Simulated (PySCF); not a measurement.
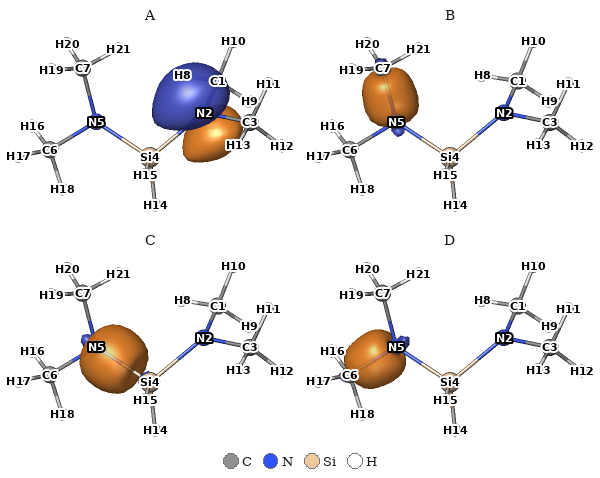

*C4H14N2Si, SMILES `CN(C)[SiH2]N(C)C`. Pipek–Mezey orbitals, occupied; each surface holds about 70 % of the orbital's density. Energies are diagonal elements of the Fock matrix.*

Computed with PySCF, PBE/6-31+G*, geometry: GFN2-xTB. No frequency check shows the geometry to be a minimum.

The calculation's input:

```python
import numpy as np
from pyscf import gto, scf, dft, lo
from pyscf.data.elements import chemcore

def solve(mol, dm0=None, hcore=None):
    mf = (dft.UKS if mol.spin else dft.RKS)(mol, xc='pbe')
    mf.grids.level = 3
    mf = mf.density_fit(auxbasis='def2-universal-jkfit')
    mf.conv_tol, mf.max_cycle = 1e-8, 80
    if hcore is not None:
        mf.get_hcore = lambda *args: hcore
    mf.kernel(dm0)
    if not mf.converged:
        mf = mf.newton().run(mf.mo_coeff, mf.mo_occ, max_cycle=30)
    assert mf.converged, 'SCF not converged'
    return mf

mol = gto.M(atom='''
C     -1.49918     1.19709     0.88215
N     -1.37109     0.09387    -0.03775
C     -2.65043    -0.39343    -0.47702
Si     0.00031    -0.94384     0.00063
N      1.37093     0.09389     0.03713
C      2.65030    -0.39411     0.47553
C      1.49895     1.19874    -0.88082
H     -0.51299     1.52366     1.19811
H     -2.07802     0.91657     1.77139
H     -2.01339     2.03199     0.39442
H     -3.21657     0.41604    -0.94807
H     -3.24741    -0.78299     0.35798
H     -2.51169    -1.19187    -1.20007
H      0.15632    -1.79140     1.19160
H     -0.15636    -1.78930    -1.19557
H      3.21639     0.41456     0.94802
H      3.24731    -0.78215    -0.36016
H      2.51162    -1.19383     1.19716
H      2.07781     0.91983    -1.77055
H      2.01311     2.03282    -0.39161
H      0.51274     1.52581    -1.19620
''', basis='6-31+g*', charge=0, spin=0, verbose=4)
mf = solve(mol)
occ_all = mf.mo_coeff[:, mf.mo_occ > 0]
occ = occ_all[:, chemcore(mol):]
pm = lo.PM(mol, occ, pop_method='meta_lowdin')
loc = pm.kernel()
for _ in range(5):
    new, stable = pm.stability_jacobi(return_status=True)
    if stable:
        break
    loc = pm.kernel(new)
fock, s = mf.get_fock(), mf.get_ovlp()
ortho = lo.orth_ao(mol, 'meta_lowdin')
labels = mol.ao_labels(fmt=None)
vir = loc[:, :0]
both = np.hstack([loc, vir])
p = (ortho.T @ s @ both) ** 2
pop = np.array([p[[l[0] == a for l in labels]].sum(0) for a in range(mol.natm)])
spd = np.array([[p[[l[0] == a and l[2][-1] == k for l in labels]].sum(0) for k in 'spd'] for a in range(mol.natm)])
eps = np.einsum('pi,pq,qi->i', both, fock, both)
for i in np.argsort(eps):
    top = np.argsort(-pop[:, i])[:3]
    print('%3d %s %9.4f Eh ' % (i + 1, 'occ' if i < loc.shape[1] else 'vir', eps[i]), '  '.join('%s%d %.3f' % (mol.atom_symbol(a), a + 1, pop[a, i]) for a in top))
np.savez('result.npz', c=both, nocc=loc.shape[1], pop=pop, spd=spd, eps=eps, e=mf.e_tot)
```

Run with:

```sh
OMP_NUM_THREADS=1 python input.py
```

The run took 24 s on 1 thread of Intel(R) Xeon(R) 6975P-C (Granite Rapids) (shared host), peak memory 0.6 GiB.

Name the orbitals, with their atomic make-up and energies.

By panel:
- A: lone pair on N2, partly donated to Si4 (N2 87 %, Si4 5 %; −6.4 eV)
- B: σ bond N5–C7 (N5 56 %, C7 43 %; −15.2 eV)
- C: σ bond N5–Si4 (N5 69 %, Si4 29 %; −13.7 eV)
- D: σ bond N5–C6 (N5 56 %, C6 43 %; −15.3 eV)
